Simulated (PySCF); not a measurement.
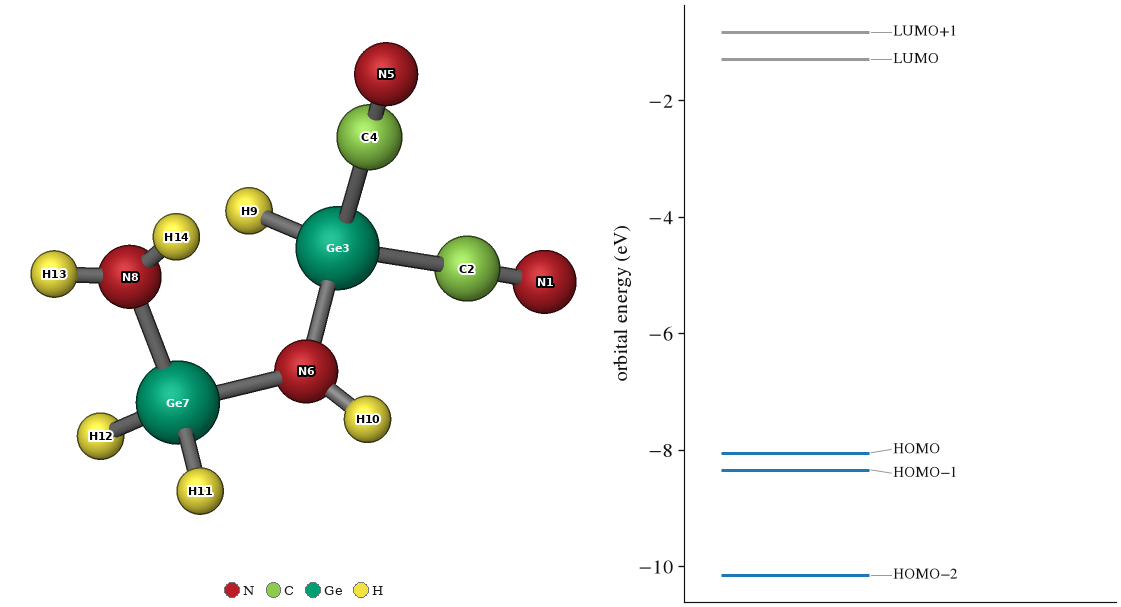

C₂H₆Ge₂N₄, SMILES N#[C][GeH]([C]#N)[NH][GeH2][NH2], singlet. Kohn-Sham orbital energies near the frontier, PBE0/def2-SVPD with PySCF 2.14.0, at a GFN2-xTB geometry (no frequency check), isolated molecule; empty levels in grey, levels within 0.03 eV side by side.

Question: Where do the frontier orbitals lie?

Answer: HOMO at −8.05 eV, LUMO at −1.30 eV, 6.76 eV apart.

Question: On which atoms do HOMO and LUMO mostly sit?

Answer: HOMO: N8 45 %, N6 15 %, Ge7 13 %. LUMO: Ge3 23 %, C2/C4 14 % each, N1 14 % (Löwdin shares).

Question: List the levels with the atoms that carry most of them (a dash for levels above zero or within 0.03 eV of another, where shares mean little).

Answer:
| orbital | energy (eV) | Löwdin shares |
| --- | --- | --- |
| LUMO+1 | −0.82 | Ge3 21 %, C2/C4 19 % each, N1 19 % |
| LUMO | −1.30 | Ge3 23 %, C2/C4 14 % each, N1 14 % |
| HOMO | −8.05 | N8 45 %, N6 15 %, Ge7 13 % |
| HOMO−1 | −8.35 | N6 46 %, N8 22 %, Ge7 9 % |
| HOMO−2 | −10.15 | N5 30 %, C4 22 %, N1 14 % |

Note: the tight-binding geometry is rougher than a DFT one and adds to the error; one conformer of a flexible molecule.
